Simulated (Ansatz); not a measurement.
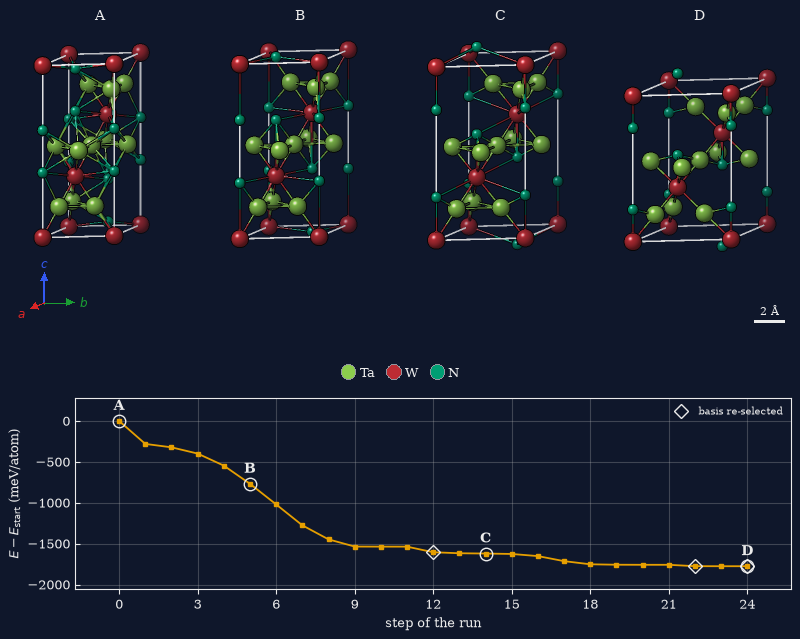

Frames of a relaxation of solid Ta$_{3}$WN$_{2}$ (a generated structure, set up in R-3m) (coarse preliminary run), marked on the history of the run. A ball-and-stick model of the conventional cell (3 times the calculation's cell), seen slightly off an axis. Lengths and directions refer to the drawn axes.

Level of theory: Ansatz, DFT PBE, scalar-relativistic, plane waves, PAW.

Input file:
```yaml
crystal:
  lattice:
    - [2.48735498, 1.43607507, 3.9877638]
    - [-2.48735498, 1.43607507, 3.9877638]
    - [0.0, -2.87215014, 3.9877638]
  atoms:
    - { symbol: Ta, position: [0.5, 0.0, 0.0] }
    - { symbol: Ta, position: [0.0, 0.0, 0.5] }
    - { symbol: Ta, position: [0.0, 0.5, 0.0] }
    - { symbol: W, position: [0.0, 0.0, 0.0] }
    - { symbol: "N", position: [0.37677872, 0.37677872, 0.37677872] }
    - { symbol: "N", position: [0.62322128, 0.62322128, 0.62322128] }
basis:
  ecutwfc: 420
kpoints:
  mp_grid: { grid: [6, 6, 6] }
hamiltonian:
  xc: pbe
scf:
  occupations: { method: gaussian, width: 0.1 }
  lower_state_search: "off"
output:
  forces: true
  stress: true
  eigenvalues: true
relax:
  adjacent_minimum: "off"
  f_tol: 0.04
  max_steps: 70
  cell: { stress_tol: 0.4 }
```

Run as
```bash
ansatz run input.yaml --threads 1 --pin off --max-ram 2560MiB --backend cpu --events-out ev --progress --plain --runs-dir out
```

> What happens along the run?

The largest moves relative to the cell, 1.59 Å, are those of N5 and N6. N6 goes along +c. Ta and W stay in place. Cell: a = b 4.975 → 6.817 Å (+37.0 %), c 11.963 → 10.138 Å (−15.3 %). Volume +59.1 %. Some distances before and after: W4–N5 4.508 → 2.234 Å, Ta1–N5 2.891 → 4.433 Å, W4–N5 (another image) 2.919 → 4.099 Å, Ta1–Ta2 2.487 → 3.409 Å. New bonds form, among them: W4–N5 (4.51 → 2.23 Å), W4–N6 (4.51 → 2.23 Å). Bonds break, among them: Ta1–N5 (2.89 → 4.43 Å), Ta1–N6 (2.89 → 4.43 Å), Ta2–N5 (2.89 → 4.43 Å), Ta2–N6 (2.89 → 4.43 Å). Among the angles between lasting bonds that change: W4–Ta3–N6 65.5° → 123.9°, W4–Ta3–N5 114.5° → 56.1°, Ta1–W4–Ta2 119.2° → 97.8°. The space group stays R-3m (No. 166). Over 21 accepted moves (24 points after the start) the energy falls by 1775 meV per atom. Largest force component: 0.051 eV/Å at the start, 0.0023 eV/Å at the end. Pressure: 37.33 GPa at the start and 0.08 GPa at the end. At 3 points the geometry stayed and the basis and grid were re-selected for the new cell (energy shift of 68.3 meV per atom at most each time). From step 0 to 5: N atoms move most (0.69 Å), volume +24.5 %, energy −768 meV per atom. From step 5 to 14: N atoms move most (0.86 Å), volume +24.5 %, energy −852 meV per atom. From step 14 to 24: N atoms move most (0.28 Å), volume +2.6 %, energy −155 meV per atom.
